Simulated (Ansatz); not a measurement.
# C₆H₁₇NSi: up Jacob's ladder to CCSD(T), part 2 of 2

Ansatz 0.2.0, Gaussian basis; functionals in def2-TZVPP, the program's frozen cores in correlated methods.

## Step 17: ωB97M-V (range-separated)

in.yaml

```yaml
crystal:
  periodic: [false, false, false]
  atoms:
    - {symbol: C, position_ang: [-0.279487, -2.534811, 0.771922]}
    - {symbol: C, position_ang: [-0.950418, -1.379072, 0.048710]}
    - {symbol: N, position_ang: [-0.431978, -0.070482, 0.430120]}
    - {symbol: Si, position_ang: [-1.175473, 0.729094, 1.762006]}
    - {symbol: C, position_ang: [0.439216, 0.620488, -0.531978]}
    - {symbol: C, position_ang: [1.593346, -0.281728, -0.967234]}
    - {symbol: C, position_ang: [1.035474, 1.854069, 0.136743]}
    - {symbol: C, position_ang: [-0.361238, 1.066271, -1.758756]}
    - {symbol: H, position_ang: [-0.707126, -3.491355, 0.457354]}
    - {symbol: H, position_ang: [0.793715, -2.555645, 0.574471]}
    - {symbol: H, position_ang: [-0.418907, -2.441614, 1.851827]}
    - {symbol: H, position_ang: [-0.843669, -1.508980, -1.031921]}
    - {symbol: H, position_ang: [-2.029266, -1.424327, 0.236164]}
    - {symbol: H, position_ang: [-0.210958, 1.213184, 2.786535]}
    - {symbol: H, position_ang: [-2.064889, -0.280583, 2.393680]}
    - {symbol: H, position_ang: [-2.012581, 1.908438, 1.379991]}
    - {symbol: H, position_ang: [2.187640, -0.586122, -0.103094]}
    - {symbol: H, position_ang: [2.244794, 0.253871, -1.661982]}
    - {symbol: H, position_ang: [1.241878, -1.180933, -1.476792]}
    - {symbol: H, position_ang: [0.259806, 2.557128, 0.456713]}
    - {symbol: H, position_ang: [1.635512, 1.578756, 1.006350]}
    - {symbol: H, position_ang: [1.677383, 2.385305, -0.568735]}
    - {symbol: H, position_ang: [-0.814255, 0.215125, -2.271929]}
    - {symbol: H, position_ang: [-1.162144, 1.747534, -1.461599]}
    - {symbol: H, position_ang: [0.280224, 1.582290, -2.477963]}
basis:
  gaussian: {orbitals: def2-TZVPP}
hamiltonian: {xc: {name: wB97M-V}}
output: {forces: true, orbitals: {seedname: orbitals}}
```

Command:

```bash
$ ansatz run in.yaml --threads 4 --pin off --events-out ev --progress --plain --max-ram 46080MiB --backend cuda --devices 0, --max-vram 37GiB
```

Log, shortened:

```text
Functional definition: wB97M-V
  name "wB97M-V"
  cite "Mardirossian & Head-Gordon, J. Chem. Phys. 144, 214110 (2016) doi:10.1063/1.4952647"
  cite "Becke, J. Chem. Phys. 107, 8554 (1997) doi:10.1063/1.475007"
  cite "Vydrov & Van Voorhis, J. Chem. Phys. 133, 244103 (2010) doi:10.1063/1.3521275"
  # Of w^i u^j: cxij and so on, Table III.
[...]
  gx(w, u) = 1 - cx + cx01*u + cx10*w
[...]
Atom 21 at     1.677383     2.385305    -0.568735 Å, force    -0.037880    -0.034825     0.037823 eV/Å
Atom 22 at    -0.814255     0.215125    -2.271929 Å, force     0.028823     0.054655     0.028123 eV/Å
Atom 23 at    -1.162144     1.747534    -1.461599 Å, force     0.041966    -0.034328    -0.008481 eV/Å
Atom 24 at     0.280224     1.582290    -2.477963 Å, force    -0.033052    -0.029881     0.049018 eV/Å
Dipole moment:     0.122723    -0.058703    -0.248663 e Å
```

Wall time 4.8 s (1 × H100 (card shared with other runs) with 4 threads of AMD EPYC 7R13, shared host); peak host memory 1.3 GiB.

Atomisation energy: 98.885 eV (free atoms -15766.912 eV, run apart). HOMO -8.52 eV, LUMO 2.29 eV.

## Step 18: B2PLYP (double hybrid)

Changes to in.yaml since step 17:

```diff
@@ -30,3 +30,2 @@
   gaussian: {orbitals: def2-TZVPP}
-hamiltonian: {xc: {name: wB97M-V}}
-output: {forces: true, orbitals: {seedname: orbitals}}
+hamiltonian: {xc: {name: B2PLYP}}
```

Same command.

Log, shortened:

```text
Functional definition: B2PLYP
  name "B2PLYP"
  cite "Grimme, J. Chem. Phys. 124, 034108 (2006) doi:10.1063/1.2148954"
  cite "Becke, Phys. Rev. A 38, 3098 (1988) doi:10.1103/PhysRevA.38.3098"
  cite "Lee, Yang & Parr, Phys. Rev. B 37, 785 (1988) doi:10.1103/PhysRevB.37.785"
[...]
2863 factors; integrals over basis functions are off by at most 1.0e-3 eV
[...]
mean field -15847.44496363 eV, -582.3828606296 hartree, gradient 1.7e-6 eV, S^2 0.000000; 0 other end points of the search recorded, 0 dependent functions left out
12 core orbitals not correlated: weight in the atoms' cores, before any rotation towards them, 1.000 or more for the frozen orbitals, at most 0.000 for the correlated occupied ones
reference -15847.44520131 eV, -582.3828693639 hartree; 25, 25 occupied and 460, 460 virtual orbitals, 2863 factors
second order -46.40143490 eV of doubles, -0.00000000 eV of singles
Total energy: -15859.97358873 eV, -582.8432791096 hartree
```

Run time: 3.5 s. Hardware: 1 × H100 (card shared with other runs) with 4 threads of AMD EPYC 7R13, shared host; peak host memory 2.9 GiB.

With the free atoms at this level, -15762.501 eV in sum, the atomisation energy is 97.472 eV.

## Step 19: PBE-QIDH (double hybrid)

Changes to in.yaml since step 18:

```diff
@@ -30,2 +30,2 @@
   gaussian: {orbitals: def2-TZVPP}
-hamiltonian: {xc: {name: B2PLYP}}
+hamiltonian: {xc: {name: PBE-QIDH}}
```

The command is unchanged.

Log, shortened:

```text
Functional definition: PBE-QIDH
  name "PBE-QIDH"
  cite "Brémond, Sancho-García, Pérez-Jiménez & Adamo, J. Chem. Phys. 141, 031101 (2014) doi:10.1063/1.4890314"
  cite "Perdew, Burke & Ernzerhof, Phys. Rev. Lett. 77, 3865 (1996) doi:10.1103/PhysRevLett.77.3865"
[...]
2863 factors; integrals over basis functions are off by at most 1.0e-3 eV
[...]
mean field -15840.15444993 eV, -582.1149391927 hartree, gradient 4.2e-6 eV, S^2 0.000000; 0 other end points of the search recorded, 0 dependent functions left out
12 core orbitals not correlated: weight in the atoms' cores, before any rotation towards them, 1.000 or more for the frozen orbitals, at most 0.000 for the correlated occupied ones
reference -15840.15446762 eV, -582.1149398426 hartree; 25, 25 occupied and 460, 460 virtual orbitals, 2863 factors
second order -43.21738536 eV of doubles, -0.00000000 eV of singles
Total energy: -15854.56026274 eV, -582.6443430486 hartree
```

It took 3.6 s on 1 × H100 (card shared with other runs) with 4 threads of AMD EPYC 7R13, shared host; peak host memory 2.9 GiB.

With the free atoms at this level, -15756.331 eV in sum, the atomisation energy is 98.229 eV.

## Step 20: Frontier levels by functional

Dipoles come from the runs that computed forces. Levels are read from the orbital files that the runs wrote:

```
  functional  HOMO (eV)  LUMO (eV)  gap (eV)  dipole (D)
 LDA (SPW92)      -5.05      -0.33      4.72            
      PBE-D4      -4.93      -0.05      4.88        1.35
   revPBE-D4      -4.87       0.08      4.96            
     BLYP-D4      -4.82       0.05      4.86            
   r2SCAN-D4      -5.16       0.43      5.59        1.38
      B97M-V      -5.39       0.02      5.41            
     PBE0-D4      -6.21       0.78      6.99            
    B3LYP-D4      -6.01       0.53      6.53        1.33
  r2SCANh-D4      -5.65       0.70      6.35            
  r2SCAN0-D4      -6.38       1.09      7.47            
    HSE06-D4      -5.81       0.41      6.22            
    BHLYP-D4      -7.45       1.51      8.96            
CAM-B3LYP-D4      -7.58       1.65      9.22            
     LC-ωPBE      -8.89       2.88     11.77            
     ωB97X-V      -8.58       2.66     11.24            
     ωB97M-V      -8.52       2.29     10.81        1.36
```

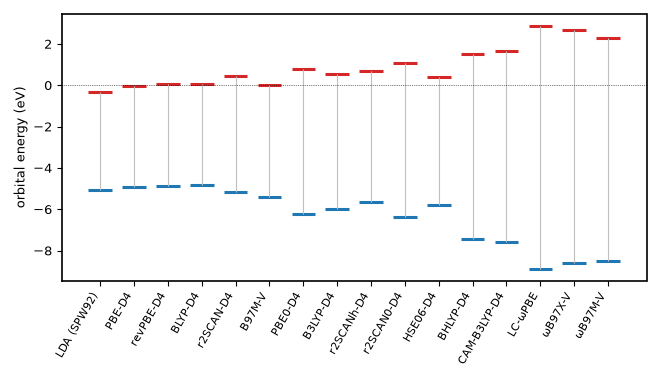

Highest occupied (blue) and lowest empty (red) level by functional.

## Step 21: CCSD(T) in def2-SVP

Changes to in.yaml since step 19:

```diff
@@ -29,3 +29,3 @@
 basis:
-  gaussian: {orbitals: def2-TZVPP}
-hamiltonian: {xc: {name: PBE-QIDH}}
+  gaussian: {orbitals: def2-SVP}
+correlation: {method: ccsd_t}
```

Launched as before.

Log, shortened:

```text
Functional definition: HF
  name "HF"
  cite "Fock, Z. Phys. 61, 126 (1930) doi:10.1007/BF01340294"
  parent pbe
[...]
2057 factors; integrals over basis functions are off by at most 1.5e-3 eV
[...]
mean field -15787.79217481 eV, -580.1906610745 hartree, gradient 1.4e-6 eV, S^2 0.000000; 0 other end points of the search recorded, 0 dependent functions left out
12 core orbitals not correlated: weight in the atoms' cores, before any rotation towards them, 1.000 or more for the frozen orbitals, at most 0.000 for the correlated occupied ones
reference -15787.79217481 eV, -580.1906610745 hartree; 25, 25 occupied and 164, 164 virtual orbitals, 2057 factors
second order -31.32923031 eV of doubles, -0.00000000 eV of singles
cycle   1  -33.20150518 eV  change    -1.9e0 eV  update   1.2e-1
[...]
cycle   8  -34.25597440 eV  change    6.8e-6 eV  update   6.2e-5
perturbative correction -1.05060650 eV, -0.0386090767 hartree
Total energy: -15823.09875571 eV, -581.4881539906 hartree
```

It took 2.6 s on 1 × H100 (card shared with other runs) with 4 threads of AMD EPYC 7R13, shared host; peak host memory 0.85 GiB.

## Step 22: CCSD(T) in def2-TZVPP

Changes to in.yaml since step 21:

```diff
@@ -29,3 +29,4 @@
 basis:
-  gaussian: {orbitals: def2-SVP}
+  gaussian: {orbitals: def2-TZVPP}
 correlation: {method: ccsd_t}
+output: {orbitals: {seedname: orbitals}}
```

Launched as before.

Log, shortened:

```text
Functional definition: HF
  name "HF"
  cite "Fock, Z. Phys. 61, 126 (1930) doi:10.1007/BF01340294"
  parent pbe
[...]
2863 factors; integrals over basis functions are off by at most 1.0e-3 eV
[...]
mean field -15799.22510920 eV, -580.6108136638 hartree, gradient 1.2e-6 eV, S^2 0.000000; 0 other end points of the search recorded, 0 dependent functions left out
12 core orbitals not correlated: weight in the atoms' cores, before any rotation towards them, 1.000 or more for the frozen orbitals, at most 0.000 for the correlated occupied ones
reference -15799.22510920 eV, -580.6108136638 hartree; 25, 25 occupied and 460, 460 virtual orbitals, 2863 factors
second order -38.38588909 eV of doubles, -0.00000000 eV of singles
cycle   1  -39.65117055 eV  change    -1.3e0 eV  update   1.3e-1
[...]
cycle   9  -40.79060050 eV  change   -2.0e-5 eV  update   2.8e-5
perturbative correction -1.63680166 eV, -0.0601513514 hartree
Total energy: -15841.65251136 eV, -582.1699919346 hartree
```

It took 39 s on 1 × H100 (card shared with other runs) with 4 threads of AMD EPYC 7R13, shared host; peak host memory 1.1 GiB.

## Step 23: MP2 in def2-QZVPP

Changes to in.yaml since step 22:

```diff
@@ -29,4 +29,3 @@
 basis:
-  gaussian: {orbitals: def2-TZVPP}
-correlation: {method: ccsd_t}
-output: {orbitals: {seedname: orbitals}}
+  gaussian: {orbitals: "def2-QZVPP.json"}
+correlation: {method: mp2}
```

The command is unchanged.

Log, shortened:

```text
Functional definition: HF
  name "HF"
  cite "Fock, Z. Phys. 61, 126 (1930) doi:10.1007/BF01340294"
  parent pbe
[...]
5763 factors; integrals over basis functions are off by at most 8.0e-4 eV
[...]
mean field -15799.85458230 eV, -580.6339463735 hartree, gradient 9.0e-6 eV, S^2 0.000000; 0 other end points of the search recorded, 0 dependent functions left out
12 core orbitals not correlated: weight in the atoms' cores, before any rotation towards them, 1.000 or more for the frozen orbitals, at most 0.000 for the correlated occupied ones
reference -15799.85458230 eV, -580.6339463735 hartree; 25, 25 occupied and 942, 942 virtual orbitals, 5763 factors
second order -40.81089558 eV of doubles, -0.00000000 eV of singles
Total energy: -15840.66547788 eV, -582.1337191235 hartree
```

Run time: 11 s. Hardware: 1 × H100 (card shared with other runs) with 4 threads of AMD EPYC 7R13, shared host; peak host memory 1.8 GiB.

The pieces so far (eV):

```
     basis           HF  MP2 correlation  CCSD correlation      (T)              total
  def2-SVP  -15787.7922         -31.3292          -34.2560  -1.0506        -15823.0988
def2-TZVPP  -15799.2251         -38.3859          -40.7906  -1.6368        -15841.6525
def2-QZVPP  -15799.8546         -40.8109                             -15840.6655 (MP2)
```

The report of the def2-TZVPP run gives T1 = 0.0100.

## Step 24: Extrapolating to the complete basis

This step is arithmetic on the last runs, with X = 3 and 4: exp(−7.88√X) for Hartree-Fock, X^−2.97 for correlation; only MP2 was run in the larger set, so CCSD(T) minus MP2 is added from the smaller one.

```
  level  energy at the limit (eV)
     HF               -15799.9413
    MP2               -15842.5485
   CCSD               -15844.9532
CCSD(T)               -15846.5900
```

## Step 25: RPA on PBE orbitals

Changes to in.yaml since step 23:

```diff
@@ -29,3 +29,4 @@
 basis:
-  gaussian: {orbitals: "def2-QZVPP.json"}
-correlation: {method: mp2}
+  gaussian: {orbitals: def2-TZVPP}
+hamiltonian: {xc: pbe}
+correlation: {method: rpa}
```

Launched as before.

Log, shortened:

```text
Functional definition: PBE
  name "PBE"
  cite "Perdew, Burke & Ernzerhof, Phys. Rev. Lett. 77, 3865 (1996) doi:10.1103/PhysRevLett.77.3865"
  parent pbe
[...]
2863 factors; integrals over basis functions are off by at most 1.0e-3 eV
[...]
mean field -15855.29167297 eV, -582.6712218791 hartree, gradient 3.3e-6 eV, S^2 0.000000; 0 other end points of the search recorded, 0 dependent functions left out
12 core orbitals not correlated: weight in the atoms' cores, before any rotation towards them, 1.000 or more for the frozen orbitals, at most 0.000 for the correlated occupied ones
reference -15796.84953653 eV, -580.5235129783 hartree; 25, 25 occupied and 460, 460 virtual orbitals, 2863 factors
Total energy: -15862.01036010 eV, -582.9181290767 hartree
```

Wall time 4.7 s (1 × H100 (card shared with other runs) with 4 threads of AMD EPYC 7R13, shared host); peak host memory 2.9 GiB.

RPA correlation: -65.161 eV. No RPA run of the hydrogen atom was made, so RPA has no atomisation energy below.

## Step 26: Atomisation energies

Atomisation energy = energies of 6 C, 1 N, 1 Si, 17 H (separate runs, same level) minus the molecule's; electronic only, no spin-orbit term.

Differences are taken before rounding.

```
            method             rung  atoms, summed (eV)  atomisation energy (eV)  from CCSD(T)/CBS (eV)   time
       LDA (SPW92)              LDA          -15653.592                  111.505                +12.913  2.3 s
            PBE-D4              GGA          -15756.054                   99.936                 +1.344  3.4 s
         revPBE-D4              GGA          -15770.271                   98.084                 -0.509  2.8 s
           BLYP-D4              GGA          -15769.122                   98.092                 -0.500  2.3 s
         r2SCAN-D4         meta-GGA          -15766.782                   98.578                 -0.015  3.3 s
            B97M-V         meta-GGA          -15770.287                   98.702                 +0.110  3.6 s
           PBE0-D4           hybrid          -15759.288                   98.951                 +0.358  2.6 s
          B3LYP-D4           hybrid          -15774.156                   98.724                 +0.131    3 s
        r2SCANh-D4           hybrid          -15766.828                   98.250                 -0.342  2.8 s
        r2SCAN0-D4           hybrid          -15766.913                   97.793                 -0.799  2.6 s
          HSE06-D4           hybrid          -15758.514                   98.992                 +0.400  2.6 s
          BHLYP-D4           hybrid          -15769.803                   96.706                 -1.886  2.3 s
      CAM-B3LYP-D4  range-separated          -15767.949                   99.142                 +0.550  2.4 s
           LC-ωPBE  range-separated          -15765.532                   98.218                 -0.374  2.5 s
           ωB97X-V  range-separated          -15768.772                   98.879                 +0.286  3.5 s
           ωB97M-V  range-separated          -15766.912                   98.885                 +0.292  4.8 s
            B2PLYP    double hybrid          -15762.501                   97.472                 -1.120  3.5 s
          PBE-QIDH    double hybrid          -15756.331                   98.229                 -0.363  3.6 s
     HF/def2-TZVPP     wavefunction          -15725.602                   73.623                -24.970       
    MP2/def2-TZVPP     wavefunction          -15740.502                   97.109                 -1.484       
   CCSD/def2-TZVPP     wavefunction          -15744.771                   95.245                 -3.348       
  CCSD(T)/def2-SVP     wavefunction          -15728.656                   94.443                 -4.150  2.6 s
CCSD(T)/def2-TZVPP     wavefunction          -15745.232                   96.421                 -2.172   39 s
           MP2/CBS     wavefunction          -15743.268                   99.280                 +0.688       
       CCSD(T)/CBS     wavefunction          -15747.997                   98.593                      0   50 s
```

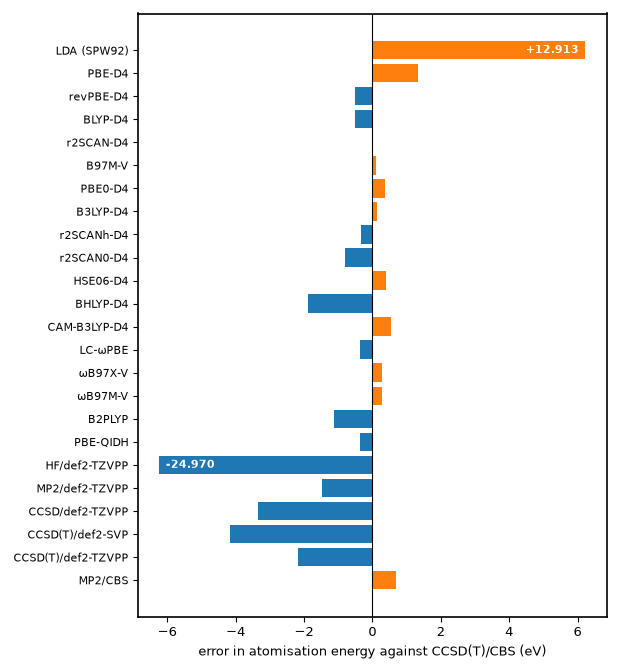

Error of each method against CCSD(T)/CBS. Bars with a number in them are cut short.

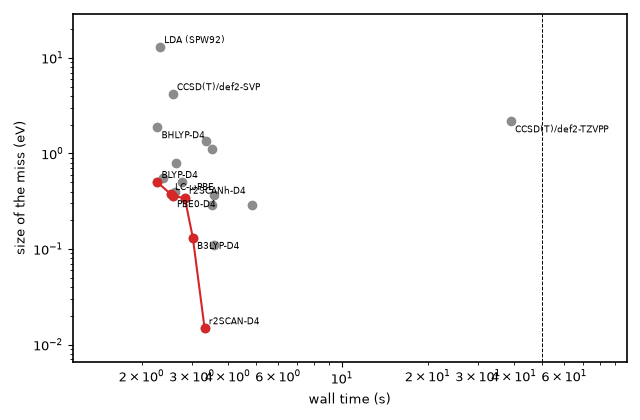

Miss against cost. Red marks the levels that no quicker level drawn beats (of those quicker than the yardstick), and the dashed line is the time of CCSD(T)/CBS. Only those levels and the largest misses are named. Times are from a shared host. Runs this short are mostly start-up, so their order is noise.

LDA (SPW92), LC-ωPBE, B2PLYP, PBE-QIDH carry no dispersion term (for B3LYP, D4 adds 1.101 eV).

Times are those of the molecule's run; HF, MP2 and CCSD come out of the CCSD(T) runs, and the limit's time is the sum of the runs that it needs.

## Step 27: What came out

What follows sums up all 2 parts.

```
                               quantity                                                                                            value
        atomisation energy, CCSD(T)/CBS                                                                                        98.593 eV
    functionals within 0.493 eV (0.5 %)  r2SCAN-D4, B97M-V, PBE0-D4, B3LYP-D4, r2SCANh-D4, HSE06-D4, LC-ωPBE, ωB97X-V, ωB97M-V, PBE-QIDH
                    farthest beyond LDA                                                                             BHLYP-D4 (-1.886 eV)
                mean size of error, GGA                                                                                         0.784 eV
           mean size of error, meta-GGA                                                                                         0.062 eV
             mean size of error, hybrid                                                                                         0.653 eV
    mean size of error, range-separated                                                                                         0.376 eV
      mean size of error, double hybrid                                                                                         0.742 eV
              gap, smallest and largest                                                        4.72 eV (LDA (SPW92)), 11.77 eV (LC-ωPBE)
                          T1 diagnostic                                                                                           0.0100
triples share of the correlation energy                                                                                            3.9 %
```

What this shows: LDA overbinds by 12.913 eV (13 %). PBE-D4 is off by +1.344 eV. Double hybrids carry the basis error of their MP2 part in triple zeta, and no dispersion term here, so their miss is partly the set-up's. The rungs meta-GGA, range-separated miss on average by less than the doubt on the reference (0.493 eV), so they tie. The reference freezes the cores and leaves out relativity and excitations past (T), so misses under about 0.493 eV can't be ranked. Hartree-Fock recovers 75 % of the binding; the rest is correlation. CCSD(T) in def2-SVP is off by -4.150 eV, more than most functionals: a good method in a small basis is no reference. The gap grows from 4.7 to 11.8 eV across the functionals, mostly with the share of exact exchange.

For cost: r2SCAN-D4 gets within 0.015 eV in 3.3 s, where CCSD(T)/CBS took 50 s.
